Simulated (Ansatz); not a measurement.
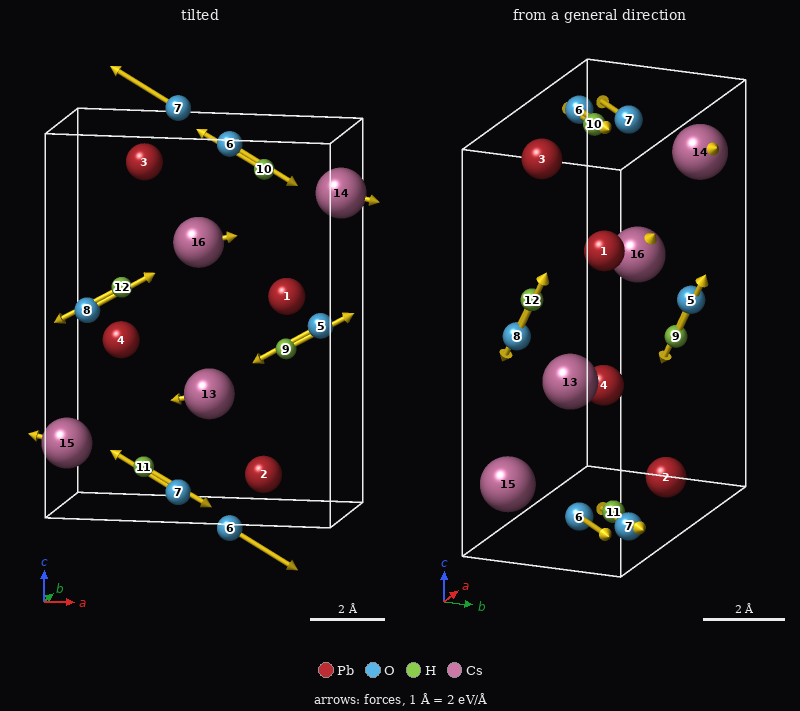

A spheres-only rendering, viewed slightly off an axis and from a general direction. The simulation cell is drawn as a box. The arrows are the computed forces on the atoms.

System: CsHPbO. Calculation details: DFT, PAW plane waves, r2SCAN in Ansatz; a cutoff energy of 500 eV, a 5×8×4 grid in reciprocal space, Methfessel-Paxton smearing of 0.28 eV, no spin polarisation.

Question: Is the structure at a minimum of the energy?

Answer: No. The atoms still feel forces of up to about 3.8 eV/Å, far above a usual threshold of 0.01 to 0.03 eV/Å.

Shown is a generated cell, made by putting these elements into a known structure type (the compound may or may not exist in this form), as it stood before any relaxation. A calculation with Ansatz used it as input.
